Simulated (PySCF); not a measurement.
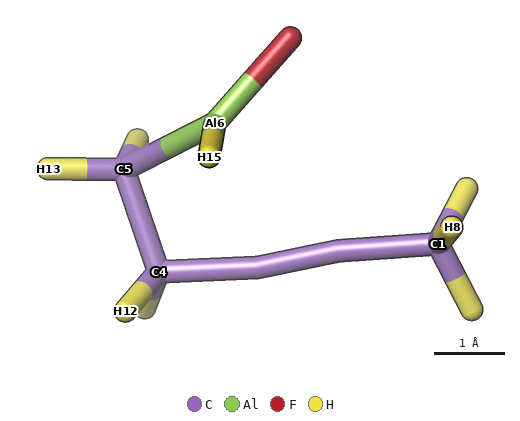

Fig. 1: The input geometry (stick view, seen at a tilt; atoms are numbered from 1 in the order of the input). Sticks mark near contacts.

**Run report: C$_{5}$H$_{8}$AlF, NMR shielding calculation**

- system: C$_{5}$H$_{8}$AlF, SMILES CC#CC[CH2][AlH][F]
- method: GIAO PBE0/pcSseg-1 NMR shielding, non-relativistic, gas phase (PySCF 2.14.0)

The geometry comes from this level: GFN2-xTB. Figures and captions count atoms from 1; the log counts them from 0 in places.

Log
```
coarse grid: 13104 points
cycle   1  E = -537.0018432904  dE =  6.585e-01  |g| = 6.894e-01  |ddm| = 3.732e+00
cycle   2  E = -536.9169629497  dE =  8.488e-02  |g| = 1.037e+00  |ddm| = 1.325e+00
cycle   3  E = -537.0902281609  dE = -1.733e-01  |g| = 9.174e-02  |ddm| = 8.046e-01
cycle   4  E = -537.0917562472  dE = -1.528e-03  |g| = 3.613e-02  |ddm| = 1.476e-01
cycle   5  E = -537.0920506067  dE = -2.944e-04  |g| = 8.862e-03  |ddm| = 4.607e-02
cycle   6  E = -537.0920640077  dE = -1.340e-05  |g| = 4.889e-03  |ddm| = 1.057e-02
cycle   7  E = -537.0920693299  dE = -5.322e-06  |g| = 1.494e-03  |ddm| = 5.124e-03
final grid: 122512 points
cycle   8  E = -537.1413738965  dE = -3.534e-05  |g| = 7.661e-03  |ddm| = 4.870e-02
cycle   9  E = -537.1413601402  dE =  1.376e-05  |g| = 1.067e-02  |ddm| = 1.820e-02
cycle  10  E = -537.1413877453  dE = -2.761e-05  |g| = 2.501e-03  |ddm| = 1.054e-02
cycle  11  E = -537.1413892688  dE = -1.523e-06  |g| = 3.143e-04  |ddm| = 2.070e-03
cycle  12  E = -537.1413892888  dE = -2.005e-08  |g| = 1.206e-04  |ddm| = 3.563e-04
cycle  13  E = -537.1413892921  dE = -3.248e-09  |g| = 2.448e-05  |ddm| = 1.337e-04
cycle  14  E = -537.1413892922  dE = -8.640e-11  |g| = 1.006e-05  |ddm| = 2.664e-05
```

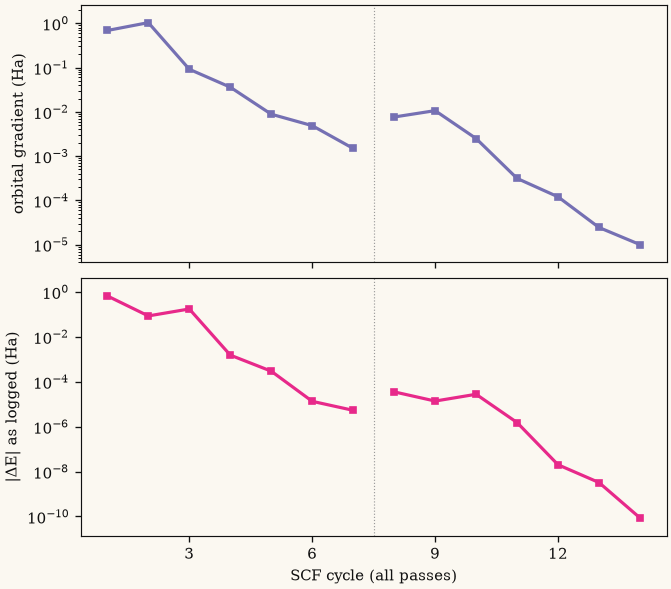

Fig. 2: Convergence of the self-consistent field: orbital gradient and size of the energy change against the SCF cycle. The dotted line marks the change from a coarse to the final integration grid. The first 7 cycles use a coarse grid, the final grid takes over at cycle 8, and the field converges after 14 cycles in all.

```
converged SCF energy = -537.1413892922

GIAO shielding tensors (ppm)
atom      isotropic    diamagn.    paramagn.     s11        s22        s33       span
  0 C      182.133     252.729     -70.596    173.709    175.424    197.266     23.557
  1 C       92.023     268.908    -176.885      6.616     24.109    245.343    238.727
  2 C       89.773     263.210    -173.437    -16.059     17.045    268.331    284.391
  3 C      172.882     255.689     -82.806    163.804    170.634    184.208     20.404
  4 C      172.163     254.711     -82.548    150.949    175.985    189.554     38.606
  5 Al     420.375     794.101    -373.726    357.638    408.370    495.118    137.479
  6 F      337.106     470.168    -133.062    258.271    359.714    393.333    135.062
  7 H       29.668      29.425       0.244     24.563     28.135     36.307     11.744
  8 H       29.506      29.501       0.005     24.337     27.987     36.195     11.859
  9 H       29.508      27.894       1.614     24.209     27.376     36.938     12.729
 10 H       28.948      30.044      -1.096     23.799     27.045     35.999     12.200
 11 H       29.451      31.104      -1.653     24.773     27.675     35.905     11.132
 12 H       30.983      30.366       0.617     26.016     28.170     38.762     12.745
 13 H       30.569      31.864      -1.295     27.285     28.353     36.069      8.784
 14 H       27.324      30.005      -2.681     24.216     24.653     33.104      8.887
```

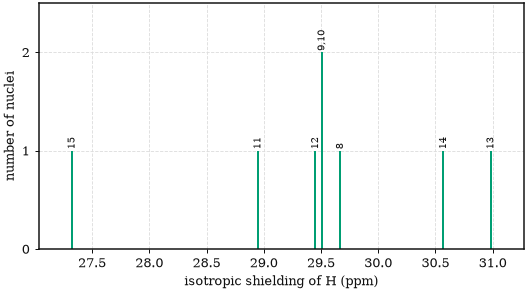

Fig. 3: Isotropic shieldings of the hydrogen nuclei in this fixed geometry, labelled by atom number; shielding grows to the right, so chemical shift grows to the left. The least shielded is H15 (27.3 ppm), the most shielded H13 (31.0 ppm).

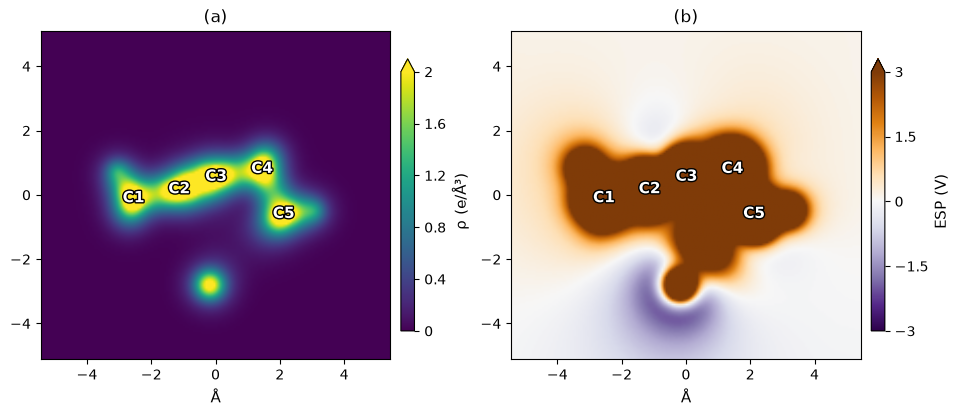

Fig. 4: (a) total electron density; (b) electrostatic potential on the plane of atoms C3, C4 and C5. The section cuts through C sites. C–C (1.21 Å): ρ at the midpoint is about 2.7 e/Å³.

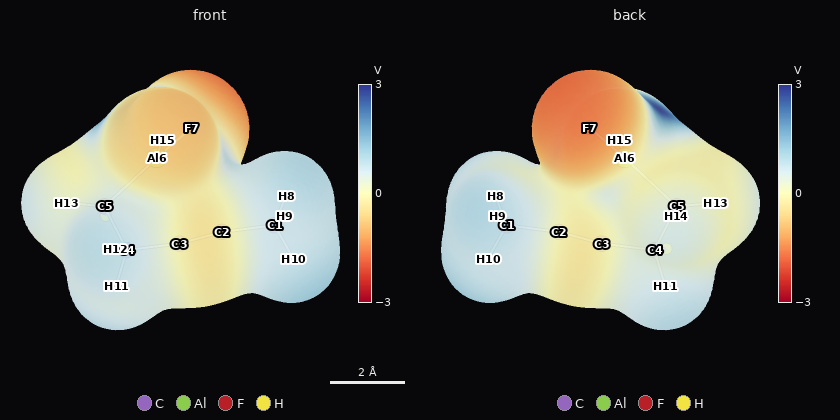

Fig. 5: The electrostatic potential painted on the density surface at 0.002 e/bohr³, seen face on and from behind; red is negative and blue positive. A positive charge is drawn to the negative regions and a negative charge to the positive ones.

This output came from the following input.

Input
```
{"job": {"kind": "nmr", "xc": "PBE0", "basis": "pcSseg-1"}, "charge": 0, "multiplicity": 1}
C      2.493468     0.791950    -0.242754
C      1.280718     0.052935     0.041081
C      0.371067    -0.692196     0.325767
C     -0.853093    -1.435223     0.556649
C     -1.951451    -0.720146    -0.278331
Al    -1.190846     1.127983    -0.082675
F     -0.745986     2.106819    -1.338552
H      2.478390     1.741409     0.290700
H      2.561101     0.993055    -1.311176
H      3.365829     0.218890     0.071267
H     -0.726393    -2.484486     0.275231
H     -1.096383    -1.392265     1.621243
H     -2.936393    -1.030591     0.080610
H     -1.883528    -1.085122    -1.314204
H     -1.170915     1.814977     1.283234
```

The first line tells a small driver script what to run in PySCF; the rest is the geometry in Å.

Launched with:
```bash
OMP_NUM_THREADS=1 python <driver script> task.json out
```

Summary

```csv
quantity,value
outcome,converged
total energy,−537.141389 hartree
HOMO,−7.47 eV
LUMO,0.25 eV
dipole moment,2.74 D
"isotropic shielding, C",89.8 to 182.1 ppm
"isotropic shielding, Al",420.4 ppm
"isotropic shielding, F",337.1 ppm
"isotropic shielding, H",27.3 to 31.0 ppm
hardware,"1 CPU thread, shared host"
wall time,37 s
peak memory,0.74 GiB
```
